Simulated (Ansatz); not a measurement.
# PBE/6-31G(d) (spherical functions) run of C6H4F2 (1,4-difluorobenzene)

Aim: the vertical ionisation energy of C6H4F2 (1,4-difluorobenzene) at PBE/6-31G* (spherical functions), from 2 runs. 

The calculation is run with Ansatz 0.2.0.

37 further runs of the same task are left out: 37 set aside as unsound or not needed. Runs told in other sessions of the task aren't counted.

### 1 Starting point

C6H4F2: 12 atoms, total charge 0, spin state singlet. SMILES: `Fc1ccc(F)cc1`. Geometry: relaxed at PBE0-D4/def2-TZVP.

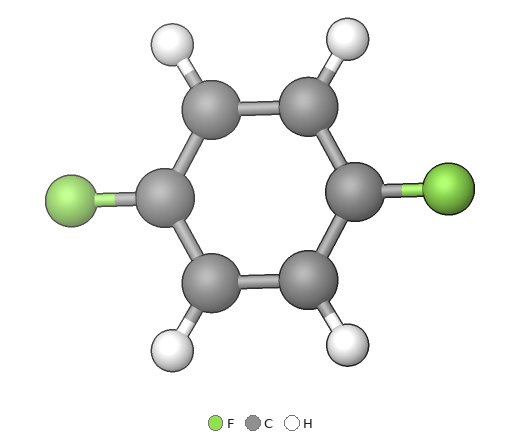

The structure, seen from a chosen angle (fluorine green, carbon grey, hydrogen white).

### 2 A single-point energy at PBE/6-31G(d) (spherical functions)

The input, in.yaml:

```yaml
crystal:
  periodic: [false, false, false]
  atoms:
    - {symbol: F, position_ang: [0.818160, -1.507030, 2.087620]}
    - {symbol: C, position_ang: [0.412470, -0.759890, 1.052710]}
    - {symbol: C, position_ang: [0.723110, 0.585830, 1.036590]}
    - {symbol: C, position_ang: [0.303270, 1.359200, -0.034740]}
    - {symbol: C, position_ang: [-0.412610, 0.759910, -1.052630]}
    - {symbol: F, position_ang: [-0.818110, 1.507050, -2.087630]}
    - {symbol: C, position_ang: [-0.723140, -0.585820, -1.036580]}
    - {symbol: C, position_ang: [-0.303280, -1.359200, 0.034760]}
    - {symbol: H, position_ang: [1.286400, 1.016540, 1.854700]}
    - {symbol: H, position_ang: [0.525830, 2.417480, -0.085970]}
    - {symbol: H, position_ang: [-1.286320, -1.016580, -1.854740]}
    - {symbol: H, position_ang: [-0.525770, -2.417490, 0.085910]}
basis:
  gaussian: {orbitals: 6-31G_st_-spherical.json}
hamiltonian: {xc: pbe}
accuracy: high
output: {orbitals: {seedname: orbitals}}
```

The basis set 6-31G* is read from a file made from the Basis Set Exchange's data (not shown).

Launch:

```bash
$ ansatz run in.yaml --threads 1 --pin off --max-ram 3480MiB --events-out events.jsonl --progress --plain --runs-dir runs
```

Standard output:

```text
Warning: RAYON_NUM_THREADS=1 ignored (pool sized by the plan → 1); use --threads N
Functional definition: PBE
  name "PBE"
  parameter kappa = 0.804
  parameter beta = 0.06672455060314922
  exchange = pbe_x(kappa = kappa, mu = beta*pi^2/3)
  correlation = pbe_c(beta = beta)
2917 factors; integrals over basis functions are off by at most 7.9e-9 eV
mean field evaluation 1: about -11699.1855 eV, gradient 5.6e1 eV
mean field evaluation 2: about -11693.3772 eV, gradient 7.4e1 eV
mean field evaluation 4: about -11707.0195 eV, gradient 4.2e0 eV
mean field evaluation 8: about -11707.0234 eV, gradient 5.2e-2 eV
mean field evaluation 16: about -11707.0234 eV, gradient 1.5e-5 eV
mean field -11707.02337427 eV, -430.2251736991 hartree, gradient 3.7e-8 eV, S^2 0.000000; 0 other end points of the search recorded, 0 dependent functions left out
reference -11707.02337640 eV, -430.2251737772 hartree; 29, 29 occupied and 91, 91 virtual orbitals, 2917 factors
Total energy: -11707.02337640 eV, -430.2251737772 hartree
```

Wall time 12 s (1 thread of Arm Neoverse V2, shared host); peak memory 0.41 GiB.

### 3 The doublet cation

The input, run.yaml:

```yaml
crystal:
  periodic: [false, false, false]
  atoms:
    - symbol: F
      position_ang: [0.818160, -1.507030, 2.087620]
    - symbol: C
      position_ang: [0.412470, -0.759890, 1.052710]
    - symbol: C
      position_ang: [0.723110, 0.585830, 1.036590]
    - symbol: C
      position_ang: [0.303270, 1.359200, -0.034740]
    - symbol: C
      position_ang: [-0.412610, 0.759910, -1.052630]
    - symbol: F
      position_ang: [-0.818110, 1.507050, -2.087630]
    - symbol: C
      position_ang: [-0.723140, -0.585820, -1.036580]
    - symbol: C
      position_ang: [-0.303280, -1.359200, 0.034760]
    - symbol: H
      position_ang: [1.286400, 1.016540, 1.854700]
    - symbol: H
      position_ang: [0.525830, 2.417480, -0.085970]
    - symbol: H
      position_ang: [-1.286320, -1.016580, -1.854740]
    - symbol: H
      position_ang: [-0.525770, -2.417490, 0.085910]
basis:
  gaussian:
    orbitals: 6-31G_st_-spherical.json
total_charge: 1
magnetization:
  spin_polarized: true
  initial_magnetization: 1
hamiltonian:
  xc: {name: PBE}
accuracy: high
output:
  orbitals: {seedname: orbitals}
```

The basis set 6-31G* is read from a file made from the Basis Set Exchange's data (not shown).

Launch:

```bash
$ ansatz run run.yaml --threads 1 --pin off --max-ram 3480MiB --events-out events.jsonl --progress --plain --runs-dir runs
```

Standard output:

```text
Warning: RAYON_NUM_THREADS=1 ignored (pool sized by the plan → 1); use --threads N
[... 6 set-up lines as earlier in the session ...]
2915 factors; integrals over basis functions are off by at most 7.9e-9 eV
mean field evaluation 1: about -11688.9704 eV, gradient 4.4e1 eV
mean field evaluation 2: about -11681.6283 eV, gradient 5.6e1 eV
mean field evaluation 4: about -11698.2275 eV, gradient 5.9e0 eV
mean field evaluation 8: about -11698.3463 eV, gradient 1.6e-1 eV
mean field evaluation 16: about -11698.3465 eV, gradient 2.9e-4 eV
mean field evaluation 32: about -11698.1567 eV, gradient 1.5e0 eV
mean field -11698.34646871 eV, -429.9063033012 hartree, gradient 6.9e-8 eV, S^2 0.752582; 3 other end points of the search recorded, 0 dependent functions left out
reference -11698.34647094 eV, -429.9063033830 hartree; 29, 28 occupied and 91, 92 virtual orbitals, 2915 factors
Total energy: -11698.34647094 eV, -429.9063033830 hartree
```

Run time: 23 s. Hardware: 1 thread of Arm Neoverse V2, shared host; peak memory 0.49 GiB.

### 4 Results

At PBE/6-31G* (spherical functions):

```
                                          quantity          value
                      singlet C6H4F2: total energy  -430.22517 Eh
                       singlet C6H4F2: HOMO energy       -5.61 eV
                       singlet C6H4F2: LUMO energy       -1.19 eV
                     singlet C6H4F2: HOMO–LUMO gap        4.41 eV
                      doublet cation: total energy  -429.90630 Eh
doublet cation: HOMO energy (highest over α and β)      -12.42 eV
 doublet cation: LUMO energy (lowest over α and β)      -11.75 eV
                              doublet cation: ⟨S²⟩          0.753
vertical ionisation energy (to the doublet cation)       8.677 eV
```

In words: Removing an electron at fixed nuclei costs 8.68 eV (837 kJ/mol). The negative HOMO energy of the first species, 5.61 eV, lies 3.07 eV below that difference.
